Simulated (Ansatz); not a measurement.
## A hypothetical structure for Sr2PH

Starting from a made-up structure for Sr2PH, the aim is the relaxed cell, its shortest contacts and, where a second run follows, its electronic structure.

Method: DFT, PBE, plane-wave PAW, files of the set soft_1, scalar-relativistic, no spin, cell and ions relaxed at zero pressure; PAW set soft_1, in the first sound run; inputs show where later runs differ, in Ansatz 0.2.0.

## (1) Set-up

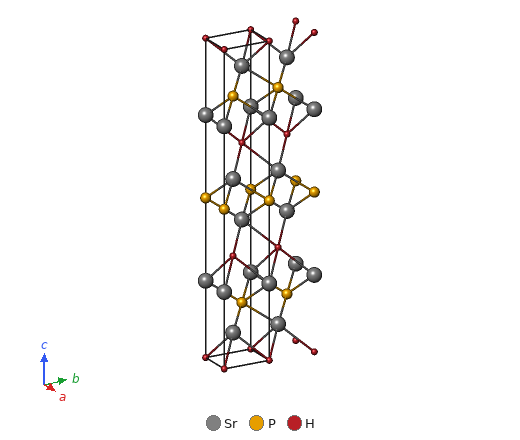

The starting structure, seen slightly off an axis (strontium grey, phosphorus orange, hydrogen red). 1×2×1 cells are drawn. This picture shows the conventional cell, with its axes. Bonds to atoms that aren't drawn are left out. Some periodic images of atoms are drawn too.

## (2) Relaxing cell and atoms

The guess takes its coordinates from another compound and its volume from a rule, so the cell and any free coordinates are relaxed together.

Contents of input.yaml:

```yaml
crystal:
  lattice:
    - [1.955, 1.128719776, 6.47]
    - [-1.955, 1.128719776, 6.47]
    - [0.0, -2.257439553, 6.47]
  atoms:
    - { symbol: Sr, position: [0.240533331, 0.240533331, 0.240533331] }
    - { symbol: Sr, position: [0.759466669, 0.759466669, 0.759466669] }
    - { symbol: P, position: [0.5, 0.5, 0.5] }
    - { symbol: H, position: [0.0, 0.0, 0.0] }
kpoints:
  mp_grid: { grid: [8, 8, 8] }
scf:
  occupations: { method: fermi_dirac, width: 0.05 }
hamiltonian:
  xc: pbe
  pseudopotentials: { kind: paw, azcp: { folder: soft_1 } }
relax:
  f_tol: 0.015
  max_steps: 70
  cell: {}
output:
  forces: true
  stress: true
```

Run with:

```console
> ansatz run input.yaml --threads 4 --pin off --max-ram 8192MiB --backend cpu --events-out ev --progress --plain --runs-dir out
```

Numbers of over 12 decimals in the logs are rounded to 6 here.

Output:

```text
basis.fft_grid_basis auto: the FFT boxes are laid along the combinations [[1, 0, -1], [0, 1, -1], [0, 0, 1]] of the cell's own vectors, 3.910, 3.910 and 6.853 Å long. The dense box has 27×27×48 points. Along the cell's own vectors, as sized, it would have 48×48×48, 3.16 times as many. Of the 12 symmetry operations that the crystal satisfies within crystal.symmetry.tolerance (time reversal apart; of a slab, those that [...]
Engine: ansatz 0.2.0, aarch64-unknown-linux-gnu
Pseudopotentials: kind: paw
Pseudopotential: Sr, paw, valence charge 10, recommended cutoff 420 eV (normal), soft_1/Sr.paw.azcp
Pseudopotential: P, paw, valence charge 5, recommended cutoff 420 eV (normal), soft_1/P.paw.azcp
Pseudopotential: H, paw, valence charge 1, recommended cutoff 420 eV (normal), soft_1/H.paw.azcp
Functional definition: PBE
  parameter kappa = 0.804
  parameter beta = 0.066725
  exchange = pbe_x(kappa = kappa, mu = beta*pi^2/3)
  correlation = pbe_c(beta = beta)
Crystal: 4 atoms, lattice volume = 85.662 Å³
Basis set: ecut = 420 eV, 1701 PW (Γ), FFT grids on a1−a3, a2−a3, a3, exchange–correlation on 54×54×96 points (8 copies of the dense FFT grid, shifted against one another)
Bands: 17, of which v1, the nominal top of the filled ones, is band 13 counted from 1 (12 counted from 0)
Symmetry: 12 space group operations
Space group: R-3m (ITA 166), of the structure as read, at distance tolerance 4.4e-5 Å
k-points: 65 of 512
Non-local potential: Sr, projectors of the file, l = 0: 3, l = 1: 2, l = 2: 2
Non-local potential: P, projectors of the file, l = 0: 2, l = 1: 2, l = 2: 1
Non-local potential: H, projectors of the file, l = 0: 2, l = 1: 1
PAW form: soft (Blöchl's): semilocal exchange-correlation on the pseudo side does not see the compensation charge
PAW one-centre angular grid: Sr, 110 points (default); XC on 64 Gauss nodes
PAW one-centre angular grid: P, 110 points (default); XC on 64 Gauss nodes
PAW one-centre angular grid: H, 110 points (default); XC on 64 Gauss nodes
Initial density: superposition of atomic densities (chi_scale 0.1, normalization cell, long waves kept (reshape's long-wave potential 0.03 eV rms))
Initial wavefunctions: pseudopotential atomic-orbital guess
Functional: x = pbe(κ = 0.804, μ = 0.219515), c = pbe(β = 0.066725)
SCF iter   1: F=—  HF=-7862.502202 eV  |F-HF|=—  |Δ(HF+E_count)|=         —  Δρ=3.78e-2  dr2=2.79e0  ethr=3.10e-3  ⟨swp⟩=10.3  Hψ=8754  notcnv=0
preconditioner: auto → none  [insulator: Δε(μ)=2.315 eV  Ē_g=13.711 eV  σ=0.050 eV  W_gap=1.00  n_scr=16 (ndim 8)  ℏωp=18.8 eV  f_vac=0.000  D(μ)=0.00/eV (n_scr^D=0)  ε∞_Penn≈2.9]
SCF iter   2: F=—  HF=-7861.830957 eV  |F-HF|=—  |Δ(HF+E_count)|=   6.71e-1  Δρ=2.00e-2  dr2=4.92e-1  ethr=3.10e-3  ⟨swp⟩=5.3  Hψ=3295  notcnv=0
SCF iter   3: F=—  HF=-7861.732245 eV  |F-HF|=—  |Δ(HF+E_count)|=   9.87e-2  Δρ=7.89e-3  dr2=7.67e-2  ethr=1.89e-3  ⟨swp⟩=3.6  Hψ=2472  notcnv=0
SCF iter   4: F=—  HF=-7861.732612 eV  |F-HF|=—  |Δ(HF+E_count)|=   3.67e-4  Δρ=3.40e-3  dr2=1.16e-2  ethr=2.95e-4  ⟨swp⟩=3.5  Hψ=2215  notcnv=0  defer=1
SCF iter   5: F=—  HF=-7861.734417 eV  |F-HF|=—  |Δ(HF+E_count)|=   1.80e-3  Δρ=6.56e-4  dr2=4.44e-4  ethr=4.47e-5  ⟨swp⟩=2.0  Hψ=1581  notcnv=0
SCF iter   6: F=—  HF=-7861.734690 eV  |F-HF|=—  |Δ(HF+E_count)|=   2.73e-4  Δρ=1.14e-4  dr2=1.11e-5  ethr=1.71e-6  ⟨swp⟩=2.9  Hψ=1983  notcnv=0
SCF iter   7: F=—  HF=-7861.734697 eV  |F-HF|=—  |Δ(HF+E_count)|=   6.71e-6  Δρ=1.62e-5  dr2=1.89e-7  ethr=4.27e-8  ⟨swp⟩=2.4  Hψ=1699  notcnv=0
SCF iter   8: F=-7861.734697 eV  HF=-7861.734697 eV  |F-HF|=5.50e-10  |Δ(HF+E_count)|=   3.90e-7  Δρ=3.44e-6  dr2=9.80e-9  ethr=3.85e-10  ⟨swp⟩=6.0  Hψ=4801  notcnv=0
SCF 1 converged in 8 iterations: F = -7861.734697 eV  dr2 = 9.80e-9
  greatest PAW one-centre occupation: 0.987 electrons in one spin orbital (limit 2), on the Sr atom at site 1 (counted from 0), in its partial waves of l = 0
relax step   1: F+E_penalty+E_count = -7861.73469748 eV  Δ(F+E_penalty+E_count) = +0.000e0 eV  max|allowed force component| = 3.191e0 eV/Å  Δτ_max = 0.0000 Å  P = +19.642 GPa  Ω = 85.662 Å³  (8 SCF iters, dr2 threshold 1.00e-7 eV, accepted)
Crystal: 4 atoms, lattice volume = 94.395 Å³
Basis set: ecut = 420 eV, 1853 PW (Γ), FFT grids on a1−a3, a2−a3, a3, exchange–correlation on 54×54×96 points (8 copies of the dense FFT grid, shifted against one another)
Initial density: handed on by an earlier stage of this run
Initial wavefunctions: those handed on with the density
iter 1 solved again at ethr=2.24e-3 eV; its pass at ethr=3.10e-3 eV (dr2=5.82e-1 eV) is discarded
SCF iter   1: F=—  HF=-7863.050337 eV  |F-HF|=—  |Δ(HF+E_count)|=         —  Δρ=1.54e-2  dr2=5.89e-1  ethr=2.24e-3  ⟨swp⟩=1.0  Hψ=10743  notcnv=0
preconditioner: auto → Resta (q_TF=auto, 2.201 Å⁻¹)  ε∞=2.9  [insulator: Δε(μ)=0.117 eV  Ē_g=13.012 eV  σ=0.050 eV  W_gap=0.50  n_scr=22 (ndim 8)  ℏωp=17.9 eV  f_vac=0.000  D(μ)=0.59/eV (n_scr^D=2)  ε∞_Penn≈2.9]
SCF iter   2: F=—  HF=-7862.930848 eV  |F-HF|=—  |Δ(HF+E_count)|=   1.19e-1  Δρ=5.09e-3  dr2=1.68e-2  ethr=2.24e-3  ⟨swp⟩=3.0  Hψ=1862  notcnv=0
SCF iter   3: F=—  HF=-7862.930570 eV  |F-HF|=—  |Δ(HF+E_count)|=   2.78e-4  Δρ=2.36e-3  dr2=3.68e-3  ethr=6.46e-5  ⟨swp⟩=2.4  Hψ=2505  notcnv=0
SCF iter   4: F=—  HF=-7862.931686 eV  |F-HF|=—  |Δ(HF+E_count)|=   1.12e-3  Δρ=3.90e-4  dr2=1.27e-4  ethr=1.41e-5  ⟨swp⟩=3.0  Hψ=2111  notcnv=0
SCF iter   5: F=—  HF=-7862.931792 eV  |F-HF|=—  |Δ(HF+E_count)|=   1.06e-4  Δρ=1.06e-4  dr2=1.58e-5  ethr=4.88e-7  ⟨swp⟩=3.0  Hψ=1970  notcnv=0
SCF iter   6: F=—  HF=-7862.931802 eV  |F-HF|=—  |Δ(HF+E_count)|=   9.68e-6  Δρ=2.14e-5  dr2=6.64e-7  ethr=6.07e-8  ⟨swp⟩=2.0  Hψ=1430  notcnv=0
SCF iter   7: F=-7862.931803 eV  HF=-7862.931803 eV  |F-HF|=3.44e-9  |Δ(HF+E_count)|=   3.42e-7  Δρ=5.19e-6  dr2=2.26e-8  ethr=1.54e-9  ⟨swp⟩=5.9  Hψ=4345  notcnv=0
SCF 2 converged in 7 iterations: F = -7862.931803 eV  dr2 = 2.26e-8
relax step   2: F+E_penalty+E_count = -7862.93180251 eV  Δ(F+E_penalty+E_count) = -1.197e0 eV  max|allowed force component| = 1.388e-1 eV/Å  Δτ_max = 0.1965 Å  P = +5.130 GPa  Ω = 94.395 Å³  energy of the carried Pulay correction = -1.106e-3 eV  (7 SCF iters, dr2 threshold 4.00e-7 eV, accepted)
Crystal: 4 atoms, lattice volume = 103.103 Å³
Basis set: ecut = 420 eV, 2015 PW (Γ), FFT grids on a1−a3, a2−a3, a3, exchange–correlation on 54×54×96 points (8 copies of the dense FFT grid, shifted against one another)
iter 1 solved again at ethr=9.21e-5 eV; its pass at ethr=3.10e-3 eV (dr2=2.39e-2 eV) is discarded
SCF iter   1: F=—  HF=-7863.195962 eV  |F-HF|=—  |Δ(HF+E_count)|=         —  Δρ=5.17e-3  dr2=2.45e-2  ethr=9.21e-5  ⟨swp⟩=2.0  Hψ=10872  notcnv=0
preconditioner: auto → Resta (q_TF=auto, 2.169 Å⁻¹)  ε∞=2.6  [insulator: Δε(μ)=1.282 eV  Ē_g=13.364 eV  σ=0.050 eV  W_gap=1.00  n_scr=22 (ndim 8)  ℏωp=17.2 eV  f_vac=0.000  D(μ)=0.00/eV (n_scr^D=0)  ε∞_Penn≈2.6]
SCF iter   2: F=—  HF=-7863.198167 eV  |F-HF|=—  |Δ(HF+E_count)|=   2.20e-3  Δρ=2.65e-3  dr2=5.62e-3  ethr=9.21e-5  ⟨swp⟩=3.4  Hψ=2068  notcnv=0
SCF iter   3: F=—  HF=-7863.202029 eV  |F-HF|=—  |Δ(HF+E_count)|=   3.86e-3  Δρ=6.85e-4  dr2=5.58e-4  ethr=2.16e-5  ⟨swp⟩=2.3  Hψ=1690  notcnv=0
SCF iter   4: F=—  HF=-7863.202646 eV  |F-HF|=—  |Δ(HF+E_count)|=   6.17e-4  Δρ=1.72e-4  dr2=8.61e-5  ethr=2.15e-6  ⟨swp⟩=2.8  Hψ=1784  notcnv=0
SCF iter   5: F=—  HF=-7863.202682 eV  |F-HF|=—  |Δ(HF+E_count)|=   3.56e-5  Δρ=3.77e-5  dr2=1.72e-6  ethr=3.31e-7  ⟨swp⟩=2.0  Hψ=1450  notcnv=0
SCF iter   6: F=-7863.202683 eV  HF=-7863.202683 eV  |F-HF|=4.36e-8  |Δ(HF+E_count)|=   1.50e-6  Δρ=8.23e-6  dr2=7.29e-8  ethr=1.54e-9  ⟨swp⟩=6.0  Hψ=4825  notcnv=0
SCF 3 converged in 6 iterations: F = -7863.202683 eV  dr2 = 7.29e-8
relax step   3: F+E_penalty+E_count = -7863.20268308 eV  Δ(F+E_penalty+E_count) = -2.709e-1 eV  max|allowed force component| = 1.428e-1 eV/Å  Δτ_max = 0.0715 Å  P = +2.021 GPa  Ω = 103.103 Å³  energy of the carried Pulay correction = -2.107e-3 eV  (6 SCF iters, dr2 threshold 4.00e-7 eV, accepted)
[...]
relax step   4: F+E_penalty+E_count = -7863.24925369 eV  Δ(F+E_penalty+E_count) = -4.657e-2 eV  max|allowed force component| = 8.333e-2 eV/Å  Δτ_max = 0.0084 Å  P = +0.369 GPa  Ω = 107.217 Å³  energy of the carried Pulay correction = -2.549e-3 eV  (5 SCF iters, dr2 threshold 4.00e-7 eV, accepted)
[...]
relax step   5: F+E_penalty+E_count = -7863.25265584 eV  Δ(F+E_penalty+E_count) = -3.402e-3 eV  max|allowed force component| = 3.138e-2 eV/Å  Δτ_max = 0.0094 Å  P = +0.014 GPa  Ω = 107.603 Å³  energy of the carried Pulay correction = -2.590e-3 eV  (5 SCF iters, dr2 threshold 4.00e-7 eV, accepted)
[...]
relax step   6: F+E_penalty+E_count = -7863.25316322 eV  Δ(F+E_penalty+E_count) = -5.074e-4 eV  max|allowed force component| = 6.369e-3 eV/Å  Δτ_max = 0.0079 Å  P = -0.026 GPa  Ω = 107.289 Å³  energy of the carried Pulay correction = -2.557e-3 eV  (5 SCF iters, dr2 threshold 6.16e-8 eV, accepted)
[...]
relax step   7: F+E_penalty+E_count = -7863.25322387 eV  Δ(F+E_penalty+E_count) = -6.065e-5 eV  max|allowed force component| = 1.063e-4 eV/Å  Δτ_max = 0.0028 Å  P = -0.007 GPa  Ω = 107.092 Å³  energy of the carried Pulay correction = -2.536e-3 eV  (7 SCF iters, accepted)
[...]
relax step   8: F+E_penalty+E_count = -7863.26017122 eV  Δ(F+E_penalty+E_count) = -6.947e-3 eV  max|allowed force component| = 6.093e-4 eV/Å  Δτ_max = 0.0000 Å  P = +0.056 GPa  Ω = 107.092 Å³  stress off target by 7.65e-2 GPa  SCF on the basis re-selected at this cell (its energy is not comparable with the rows above)  (7 SCF iters)
[...]
relax step   9: F+E_penalty+E_count = -7863.26020059 eV  Δ(F+E_penalty+E_count) = -2.938e-5 eV  max|allowed force component| = 6.592e-3 eV/Å  Δτ_max = 0.0011 Å  P = +0.019 GPa  Ω = 107.230 Å³  energy of the carried Pulay correction = -1.314e-5 eV  (4 SCF iters, dr2 threshold 1.46e-8 eV, accepted)
iter 1 solved again at ethr=3.88e-6 eV; its pass at ethr=3.10e-3 eV (dr2=1.01e-3 eV) is discarded
SCF iter   1: F=—  HF=-7863.260213 eV  |F-HF|=—  |Δ(HF+E_count)|=         —  Δρ=1.89e-5  dr2=1.74e-8  ethr=3.88e-6  ⟨swp⟩=3.7  Hψ=12273  notcnv=0
eigensolver tolerance schedule: the retry pair's looser diagonalisation over-reported the residual by 57887.73 of it (diagonalisation noise at an unbounded share of the residual, at the tolerance the schedule requests for it); recorded, not acted on — ethr = c·dr2/N_el stays at c = 1.0e-1
preconditioner: auto → Resta (q_TF=auto, 2.154 Å⁻¹)  ε∞=2.6  [insulator: Δε(μ)=1.350 eV  Ē_g=13.330 eV  σ=0.050 eV  W_gap=1.00  n_scr=22 (ndim 8)  ℏωp=16.8 eV  f_vac=0.000  D(μ)=0.00/eV (n_scr^D=0)  ε∞_Penn≈2.6]
SCF iter   2: F=—  HF=-7863.260211 eV  |F-HF|=—  |Δ(HF+E_count)|=   2.31e-6  Δρ=9.68e-6  dr2=1.16e-8  ethr=6.70e-11  ⟨swp⟩=4.9  Hψ=3338  notcnv=0
SCF iter   3: F=—  HF=-7863.260212 eV  |F-HF|=—  |Δ(HF+E_count)|=   1.64e-6  Δρ=4.67e-6  dr2=1.35e-9  ethr=4.48e-11  ⟨swp⟩=2.0  Hψ=1437  notcnv=0
SCF iter   4: F=—  HF=-7863.260213 eV  |F-HF|=—  |Δ(HF+E_count)|=   4.89e-7  Δρ=1.03e-6  dr2=2.01e-10  ethr=5.18e-12  ⟨swp⟩=2.2  Hψ=1431  notcnv=0
SCF iter   5: F=-7863.260213 eV  HF=-7863.260213 eV  |F-HF|=3.64e-10  |Δ(HF+E_count)|=   2.29e-8  Δρ=1.45e-7  dr2=1.03e-11  ethr=1.00e-12  ⟨swp⟩=4.0  Hψ=5156  notcnv=0
SCF 10 converged in 5 iterations: F = -7863.260213 eV  dr2 = 1.03e-11
relax step  10: F+E_penalty+E_count = -7863.26021272 eV  Δ(F+E_penalty+E_count) = -1.213e-5 eV  max|allowed force component| = 6.525e-3 eV/Å  Δτ_max = 0.0000 Å  P = +0.019 GPa  Ω = 107.230 Å³  stress off target by 3.00e-2 GPa  SCF on the basis re-selected at this cell (its energy is not comparable with the rows above)  (5 SCF iters)
basis re-selected at this cell: Δ(F+E_penalty+E_count) = -1.213e-5 eV, ΔP = -0.000 GPa vs the last step (what re-selecting the basis moved, of the pressure what is left beyond the Pulay correction that the steps carried, after the strain that the cell walked since its last selection, with what the two solves' SCF thresholds leave and, on support functions, any second-order correction that the steps lacked; it is no m [...]
SCF converged after 5 iterations
Free energy (F): -7863.260213 eV
Harris-Foulkes:  -7863.260213 eV  (|F-HF|=3.64e-10)
Internal energy: -7863.260213 eV  (E = F + TS)
E sigma→0 (E₀):  -7863.260213 eV
Entropy (-TS):   -0.000000 eV (-0.000 meV/atom)
Fermi energy:    6.150162 eV
--- Per-component energies (eV) ---
  E_band       = -219.906397
  E_kinetic    = 546.596434
  E_local      = -1541.371154  (includes V_loc(G=0)·N_el)
  E_nonlocal   = 498.645383
  E_hartree    = 376.548334
  E_xc         = -432.718885
  E_vxc        = -384.066632  (∫ρ·V_xc dr)
  E_paw        = -5939.145923  (= ΣΔE_a)
  E_vpaw       = -92.806274  (= ΣTr[D̂ρ^β])
  E_aug_tail   = -0.000855  (compensation charges beyond the density's cutoff)
  E_ewald      = -1371.813546
  E_smearing   = -0.000000  (= −TS)
  E_closure    = 0.000000  (closes the sum)
  Σ components = -7863.260213   (vs F -7863.260213, Δ=0.00e0)
--- Forces (eV/Å), atoms counted from 1 ---
  atom   1  Sr     0.00000000    -0.00000000     0.00652452
  atom   2  Sr    -0.00000000     0.00000000    -0.00652452
  atom   3  P     -0.00000000     0.00000000     0.00000000
  atom   4  H      0.00000000     0.00000000     0.00000000
  max |Σ_I F_I| component: 2.31e-18 eV/Å
--- Stress (GPa, compression-positive) ---
        0.013052       0.000000      -0.000000
        0.000000       0.013052      -0.000000
       -0.000000      -0.000000       0.029998
  P = ⅓ Tr σ = 0.0187 GPa (0.187 kbar)
--- Relaxed structure (8 steps of the walk, 8 accepted, 2 SCFs on fresh bases) ---
  F+E_penalty+E_count = -7863.26021272 eV   max|allowed force component| = 6.525e-3 eV/Å   (the final SCF, on the basis selected at the relaxed cell)
  cell:  # Å, volume = 107.2296 Å³
    - [2.191553, 1.265294, 6.444957]
    - [-2.191553, 1.265294, 6.444957]
    - [0, -2.530587, 6.444957]
  atoms:
    - { symbol: Sr, position: [0.247516, 0.247516, 0.247516] }
    - { symbol: Sr, position: [0.752484, 0.752484, 0.752484] }
    - { symbol: P, position: [0.500000, 0.500000, 0.500000] }
    - { symbol: H, position: [7.429102986231276e-19, 7.429102986231276e-19, 7.429102982803616e-19] }
```

Elapsed: 14 s, on 4 threads of Arm Neoverse V2, shared host; peak memory 0.42 GiB; 52 s of CPU time.

Step by step:

```
step  energy less that of the first step (eV)  largest force component (eV/Å)  pressure (GPa)  volume (Å³)
   1                                   0.0000                          3.1905           19.64        85.66
   2                                  -1.1971                          0.1388            5.13        94.39
   3                                  -1.4680                          0.1428            2.02       103.10
   4                                  -1.5146                          0.0833            0.37       107.22
   5                                  -1.5180                          0.0314            0.01       107.60
   6                                  -1.5185                          0.0064           -0.03       107.29
   7                                  -1.5185                          0.0001           -0.01       107.09
  8*                                  -1.5255                          0.0006            0.06       107.09
   9                                  -1.5255                          0.0066            0.02       107.23
 10*                                  -1.5255                          0.0065            0.02       107.23
```

Relaxation steps marked * repeat the geometry before them on a plane-wave basis chosen anew for their cell, so energy and pressure can jump there.

The run keeps the 12 symmetry operations that it works with, so distortions that break them were not tested.

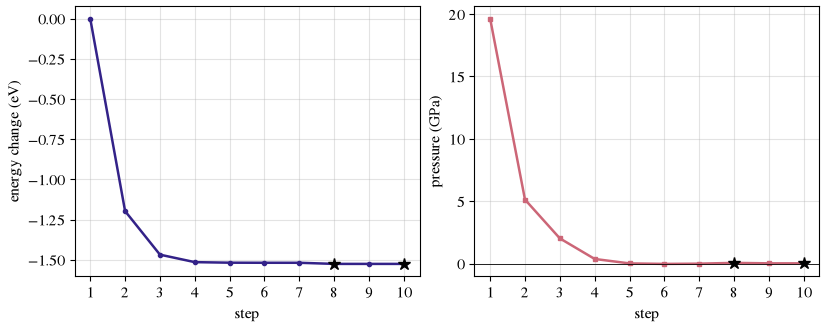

Energy and pressure along the relaxation. Stars mark steps on a basis chosen anew.

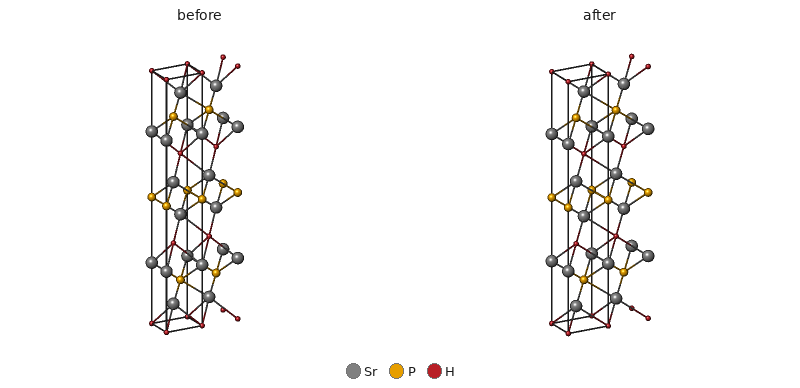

Before and after, at one scale. Bonds to atoms that aren't drawn are left out.

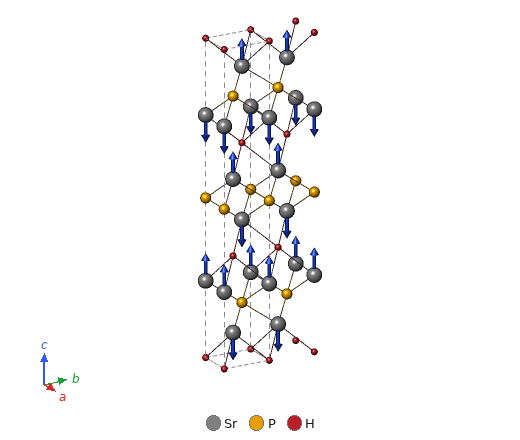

Displacements in the relaxation, exaggerated, measured against the changing cell; the longest in the cell stands for 0.14 Å. Bonds to atoms that aren't drawn are left out. 1×2×1 conventional cells are drawn. Some periodic images of atoms are drawn too.

```csv
cell as run,before,after,change
a (Å),6.853,6.924,+1.0 %
b (Å),6.853,6.924,+1.0 %
c (Å),6.853,6.924,+1.0 %
α (°),33.15,36.90,+11.3 %
β (°),33.15,36.90,+11.3 %
γ (°),33.15,36.90,+11.3 %
volume (Å³/atom),21.42,26.81,+25.2 %
```

The atoms that moved most (Å, as changes of fractional coordinates times the final cell):

```
atom     dx     dy      dz  length
 Sr1  0.000  0.000   0.135   0.135
 Sr2  0.000  0.000  -0.135   0.135
```

Final coordinates:

```cif
data_structure
_symmetry_space_group_name_H-M 'P 1'
_symmetry_Int_Tables_number 1
_cell_length_a 6.9240
_cell_length_b 6.9240
_cell_length_c 6.9240
_cell_angle_alpha 36.905
_cell_angle_beta 36.905
_cell_angle_gamma 36.905
_cell_volume 107.23
loop_
_atom_site_label
_atom_site_type_symbol
_atom_site_fract_x
_atom_site_fract_y
_atom_site_fract_z
_atom_site_occupancy
Sr1 Sr 0.24752 0.24752 0.24752 1
Sr2 Sr 0.75248 0.75248 0.75248 1
P3 P 0.50000 0.50000 0.50000 1
H4 H 0.00000 0.00000 0.00000 1
```

Numbers from this step:

- free energy: -7863.2602 eV
- Fermi energy: 6.150 eV
- gap by band count: 1.350 eV
- electrons: 26
- symmetry operations: 12
- pressure: 0.01870 GPa

The shortest distance of each pair, which need not be the same contact before and after:

| pair | guess (Å) | relaxed (Å) |
| --- | --- | --- |
| P–Sr | 2.674 | 2.974 |
| H–Sr | 2.888 | 3.026 |
| Sr–Sr | 3.649 | 4.022 |
| H–P | 3.945 | 4.097 |
| P–P | 3.910 | 4.383 |

The relaxation ends with a largest force component of 0.0065 eV/Å and a pressure of 0.02 GPa.

[end of part 1 of 2]

[Logs are printed without paths, hosts, clocks, repeated set-up lines and the standing remarks that a program may print on its own settings, such as how far it seeks lower states.]

[Hosts, paths, dates, database ids (printed as entryN), source tags and the programs' standing remarks are cut or masked in the printed files.]
